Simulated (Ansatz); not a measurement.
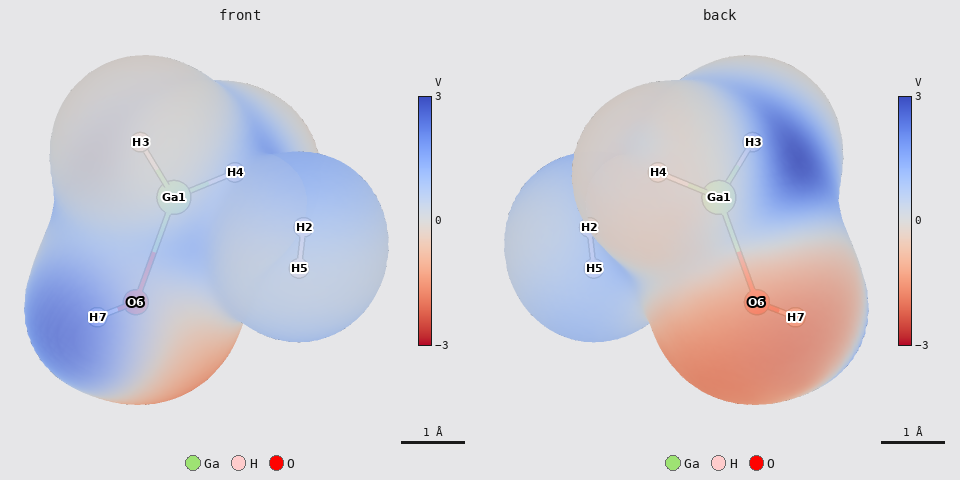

Figure. GaH$_{3}$O···H$_{2}$. The electrostatic potential painted on the density surface at 0.002 e/bohr³, seen from the front and from behind; red is negative and blue positive.

The product side of a reaction path; geometry: PBE0-D4/def2-TZVP.

Method: RKS PBE0-D4/def2-TZVPP (Ansatz).

```xyz
7

Ga   -0.6256    0.5687   -0.0751
H     0.8675   -1.3596   -1.3176
H     0.1991    1.5465   -0.9775
H    -1.9500   -0.1739   -0.4148
H     0.7965   -1.6352   -0.6242
O    -0.0465    0.2899    1.5967
H     0.7590    0.7635    1.8125
```

Which sites attract a positive test charge, and which a negative one?

Answer. A positive charge is drawn to the negative regions and a negative charge to the positive ones. The most negative region (about −1.7 V, or −39 kcal/mol for a unit charge) lies over O6, the most positive (about +2.7 V, or +62 kcal/mol for a unit charge) over Ga1. O6 is the likeliest acceptor of a hydrogen bond.
